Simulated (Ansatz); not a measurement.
```xyz
11

Si   -0.2054    1.5274   -0.1100
Cl   -0.2034   -1.1634   -2.2227
H     0.5217    1.8805   -1.3638
H    -1.5443    0.9009   -0.2727
Cl   -0.4272    3.2979    0.9722
H     0.3577   -1.2879    0.7992
O     0.6750    0.4378    0.8537
H    -0.0545   -1.7801   -1.0059
O     0.0972   -2.2019    0.5022
H     1.6025    0.6865    1.0221
H    -0.8193   -2.2976    0.8256
```

Level of theory: RKS PBE/def2-SVP in Ansatz 0.2.0.

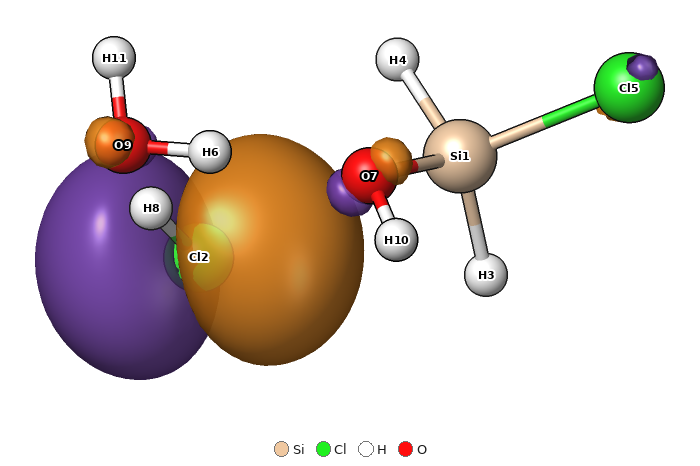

ClH3OSi···HCl···H2O. The HOMO−1 at ±0.1 Å⁻³ᐟ² (orange and purple are the two phases), seen from one side.

Where does this orbital lie, and at what energy?

Answer. Its weight (Hirshfeld) is mainly on Cl2 (about 90 %); largely a lone pair of Cl2. Its energy is −6.67 eV.
